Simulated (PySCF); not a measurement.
**CHClFNSi (SMILES FC1=N[SiH]1Cl): CCSD(T)/6-31G(d) (spherical functions)**

Aim: the vertical singlet–triplet gap of CHClFNSi at CCSD(T)/6-31G* (spherical functions), from 2 runs. Input form: a Python script.

Program for the calculation: PySCF 2.14.0.

### Step 1. The molecule

CHClFNSi has 6 atoms, charge 0, and is taken as a singlet. SMILES: `FC1=N[SiH]1Cl`. The shape is that of a PBE0-D4/def2-TZVP optimisation.

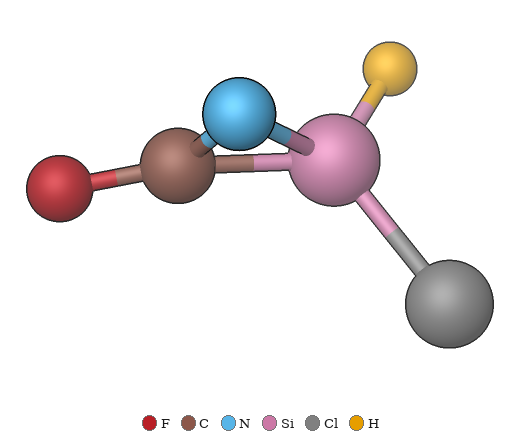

Viewed from a chosen angle; fluorine red, carbon brown, nitrogen blue, silicon pink, chlorine grey, hydrogen amber.

### Step 2. A single-point energy at CCSD(T)/6-31G(d) (spherical functions)

Contents of calc.py:

```python
# FC1=N[SiH]1Cl
from pyscf import gto, scf, cc

mol = gto.Mole()
mol.atom = '''
F      0.299144    -4.311032    -1.206968
C      0.409315    -1.972307    -0.400811
N      2.343827    -0.740206     0.304246
Si    -0.442007     1.120986     0.443708
Cl    -0.993429     3.912111    -2.109879
H     -1.537481     1.869695     2.882588
'''
mol.verbose = 3
mol.basis = '6-31g*'
mol.max_memory = 1860
mol.spin = 0
mol.unit = 'bohr'
mol.build()

mf = scf.RHF(mol)
mf.conv_tol = 1e-10
mf.kernel()
if not mf.converged:
    mf = mf.newton().run(mf.mo_coeff, mf.mo_occ)

mycc = cc.CCSD(mf, frozen=13)
mycc.kernel()
e_t = mycc.ccsd_t()
etot = mycc.e_tot + e_t
print('E = %.10f Eh' % etot)
```

Run with:

```console
OMP_NUM_THREADS=1 python calc.py
```

The program printed:

```text
converged SCF energy = -940.71859446341
E(CCSD) = -941.3976248060172  E_corr = -0.6790303426072108
CCSD(T) correction = -0.0234913450086197
E = -941.4211161510 Eh
```

It took 23 s on 1 thread of Arm Neoverse V1, shared host; peak memory 0.31 GiB.

### Step 3. The triplet, same level

Contents of calc.py:

```python
from pyscf import gto, scf, cc

mol = gto.M(
    atom=[
    ('F', (0.158300, -2.281300, -0.638700)),
    ('C', (0.216600, -1.043700, -0.212100)),
    ('N', (1.240300, -0.391700, 0.161000)),
    ('Si', (-0.233900, 0.593200, 0.234800)),
    ('Cl', (-0.525700, 2.070200, -1.116500)),
    ('H', (-0.813600, 0.989400, 1.525400)),
],
    verbose=3,
    basis='6-31g*',
    max_memory=1860,
    spin=2,
)

myscf = scf.UHF(mol)
myscf.conv_tol = 1e-10
myscf.kernel()
if not myscf.converged:
    myscf = myscf.newton().run(myscf.mo_coeff, myscf.mo_occ)

mycc = cc.CCSD(myscf, frozen=13)
mycc.kernel()
e_t = mycc.ccsd_t()
e_final = mycc.e_tot + e_t
print(f'total energy: {e_final:.8f} hartree')
```

Run with:

```console
OMP_NUM_THREADS=1 python calc.py
```

The program printed:

```text
WARN: HOMO 0.0476272358457748 >= LUMO -0.232983156470821

converged SCF energy = -940.576406054572  <S^2> = 2.0398245  2S+1 = 3.0264332
E(UCCSD) = -941.2305890740917  E_corr = -0.6541830195197019
UCCSD(T) correction = -0.0208250347635527
total energy: -941.25141411 hartree
```

It took 3.2 min on 1 thread of Arm Neoverse V1, shared host; peak memory 0.92 GiB.

### Step 4. Results

At CCSD(T)/6-31G* (spherical functions), 13 core orbitals frozen:

```
                                                           quantity          value
                                              singlet: total energy  -941.42112 Eh
                      singlet: dipole moment (Hartree–Fock density)         2.73 D
                       singlet: HOMO energy (Hartree–Fock orbitals)      -10.91 eV
                       singlet: LUMO energy (Hartree–Fock orbitals)        2.59 eV
                     singlet: HOMO–LUMO gap (Hartree–Fock orbitals)       13.50 eV
              singlet: correlation energy (13 core orbitals frozen)     -702.5 mEh
                                            singlet: (T) correction     -23.49 mEh
                                             singlet: T1 diagnostic          0.015
                                              triplet: total energy  -941.25141 Eh
                      triplet: dipole moment (Hartree–Fock density)         2.81 D
triplet: HOMO energy (Hartree–Fock orbitals) (highest over α and β)       -6.89 eV
 triplet: LUMO energy (Hartree–Fock orbitals) (lowest over α and β)       -0.08 eV
              triplet: correlation energy (13 core orbitals frozen)     -675.0 mEh
                                            triplet: (T) correction     -20.83 mEh
                         triplet: ⟨S²⟩ of the reference determinant          2.040
                                             triplet: T1 diagnostic          0.024
                   vertical energy of the triplet above the singlet       4.618 eV
```

At this shape the triplet lies 4.62 eV (106 kcal/mol) above the singlet. The triples (singlet) make up 3.3 % of the correlation energy. Mulliken charges (triplet) of the mean-field density run from -0.47 on N3 to +0.88 on Si4; they depend strongly on the basis. The triples (triplet) make up 3.1 % of the correlation energy.
